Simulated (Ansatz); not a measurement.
# Calculations on AlPH4ClF

## 1. Relaxation

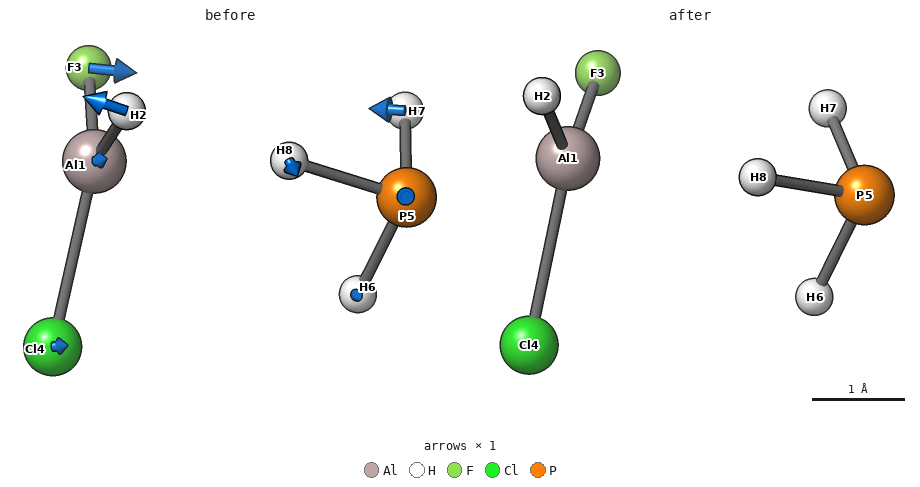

The structure of AlPH$_{4}$ClF before (left) and after (right) a relaxation, at one scale. The blue arrows give the displacements, at their true length.

A ball-and-stick model, seen face on.

The run prepares an end point of a later path (reaction) calculation, from a guessed geometry.

The calculation used Ansatz 0.2.0, RKS PBE0-D4/6-31G*. (no spin polarisation; force threshold 0.03 eV/Å; at most 50 steps)

Summarise the run.

Answer. The energy falls by 0.173 eV in 10 accepted moves (11 points after the start). Largest force component: 0.5 eV/Å at the start, 0.0075 eV/Å at the end. The line search rejected the trial step at point 10 of the run. F3 moves most after the best rigid fit: 0.54 Å. Largest moves by element: F 0.54 Å, H 0.52 Å, P 0.21 Å, Cl 0.20 Å, Al 0.18 Å. Near-neighbour distances that change, for instance: Al1–P5 3.476 → 3.269 Å, Al1–H2 1.562 → 1.573 Å, Al1–Cl4 2.092 → 2.101 Å, P5–H6 1.427 → 1.420 Å. The run took 42 s on 1 thread of Arm Neoverse V2 (shared host), peak memory 0.16 GiB.

## 2. Relaxation

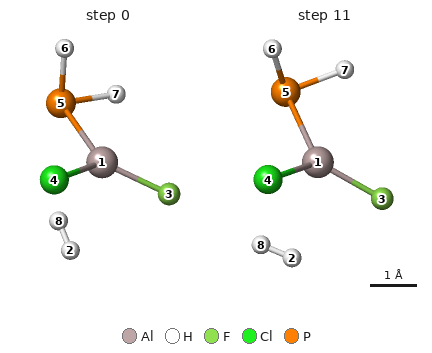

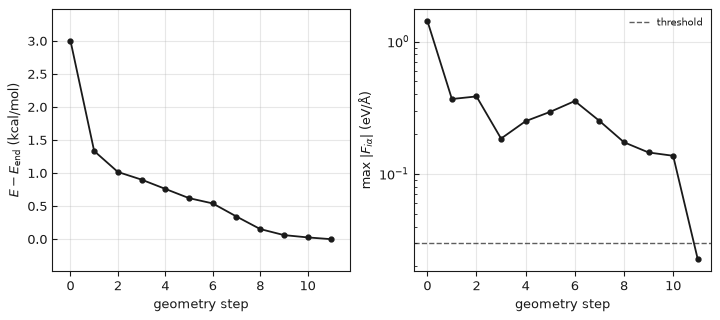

First and last geometry of a relaxation of AlPH₄ClF, with the history of the run. The picture is a ball-and-stick view, seen from a free direction.

The run prepares an end point of a later path (reaction) calculation, from a guessed geometry.

These are results of RKS PBE0-D4/6-31G* in Ansatz 0.2.0, not measurements. Settings: no spin polarisation; force threshold 0.03 eV/Å; at most 50 steps.

Question: What do the curves and the structures tell?

Answer: It converged. H8 moves most after the best rigid fit: 0.71 Å. By element the largest moves are H 0.71 Å, P 0.36 Å, F 0.32 Å, Cl 0.29 Å, Al 0.27 Å. Near-neighbour distances that change, for instance: H2–H8 0.711 → 0.747 Å, Al1–P5 2.287 → 2.308 Å. Bond angles that change, for instance: Al1–P5–H6 95.8° → 92.6°. Groups turn about Al1–P5 by about 20°. After 11 geometry steps the energy has fallen by 3.01 kcal/mol. Largest force component: 1.4 eV/Å at the start, 0.023 eV/Å at the end.

```tsv
step	E − E(0), kcal/mol	largest force component, eV/Å
0	0.00	1.4388
1	-1.67	0.3681
2	-1.99	0.3850
3	-2.11	0.1849
4	-2.25	0.2504
5	-2.39	0.2945
6	-2.47	0.3553
7	-2.66	0.2517
8	-2.85	0.1735
9	-2.94	0.1452
10	-2.98	0.1371
11	-3.01	0.0227
```

Limits of the set-up: the start holds two separate molecules, 2.5 Å apart at their closest, whose relative position is a soft coordinate.

## 3. Path

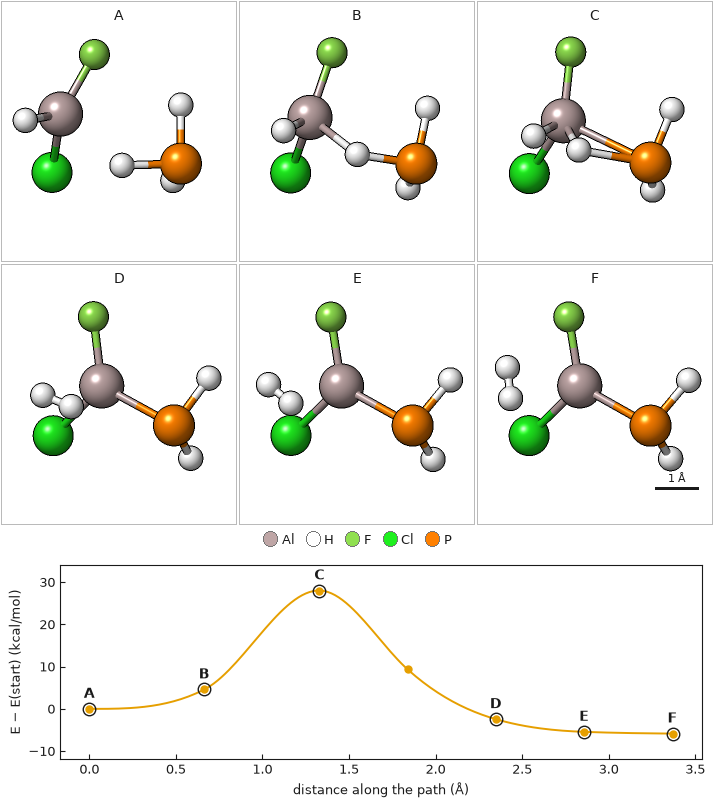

A search for the minimum-energy path of AlPH4ClF, made up at the start of AlHClF and PH3 by the nudged elastic band. Images are numbered from 0 (start) to 6 (end). Frames A to F are images 0, 1, 2, 4, 5, 6. The picture is a ball-and-stick view, seen from a free direction.

Level of theory: RKS PBE0-D4/6-31G* (Ansatz). Settings: 5 movable images; climbing image; force threshold 0.05 eV/Å; iteration limit 60; starting path through a guess of the saddle point.

### Describe the mechanism and the energy profile.

Breaking: Al–H (1.57 → 2.53 Å), H–P (1.43 → 3.45 Å). Forming: Al–P (3.27 → 2.31 Å), H–H (2.53 → 0.75 Å). The highest point, image 2, lies 28.0 kcal/mol above the start and 33.9 kcal/mol above the end; the end is at −5.8 kcal/mol relative to the start. The band converged in 13 iterations, with a climbing image at the top. At the top, the vibrational analysis gives one imaginary mode (1306i cm⁻¹), as a transition state must have.

Limits of the set-up: the start holds two separate molecules, 2.4 Å apart at their closest, whose relative position is a soft coordinate.

The run took 3.6 min on 1 thread of Arm Neoverse V2 (shared host), peak memory 0.16 GiB.
